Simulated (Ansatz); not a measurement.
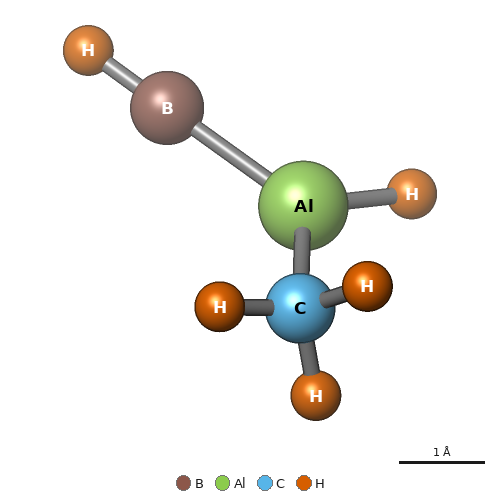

Depth is shown by fading: the farther an atom, the more it takes the colour of the background. Charge 0, doublet. The computed structure is the end point of a PBE0-D4/def2-TZVP optimisation. No frequency run is at hand to confirm it as a minimum. Masses are those of the most abundant isotopes; constants are for the rigid equilibrium geometry.

What kind of rotor is it, and what are its rotational constants in cm⁻¹?

An asymmetric top (Cs): A = 0.787, B = 0.182, C = 0.152 cm⁻¹. Ray's parameter κ is −0.91, close to the prolate limit.
